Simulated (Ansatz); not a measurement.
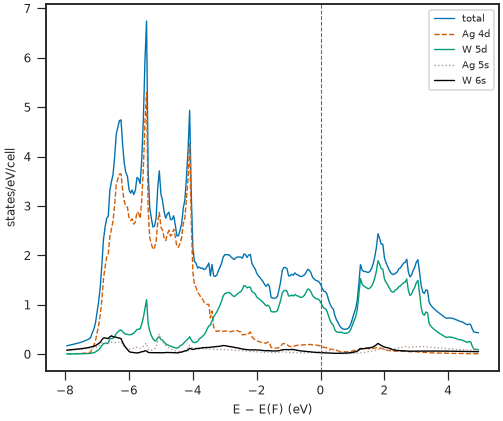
Total and projected density of states of AgW (L1₀ or tetragonal B2, P4/mmm), plane-wave PAW PBEsol (Ansatz code)

Q: Which orbitals carry the states next to the Fermi level?

A: Within 0.5 eV of the Fermi level: W 5d 73 %, Ag 4d 11 %, outside the projected shells 9 %. Projections are on Löwdin-orthogonalised atomic valence shells; empty p or d shells of many metals are not among them.

Q: Where is the tallest occupied peak in this window, and what makes it?

A: Near -5.4 eV, about 6.7 states/eV per cell; the largest projected share is Ag 4d.

The start of the workflow was typed in or built on a structure type; neither database checked (COD, Materials Project) lists it. Its standing as an ambient phase is unchecked. The cell was relaxed with PBEsol under the symmetry of its start. At this level the phase is mechanically unstable. The run is not spin-polarised. Its formation energy is positive at this level, so the cell may be metastable or incomplete. Scalar-relativistic: spin–orbit coupling is off unless named, which matters more the heavier the elements.

Potentials: the later of the program's two PAW sets.
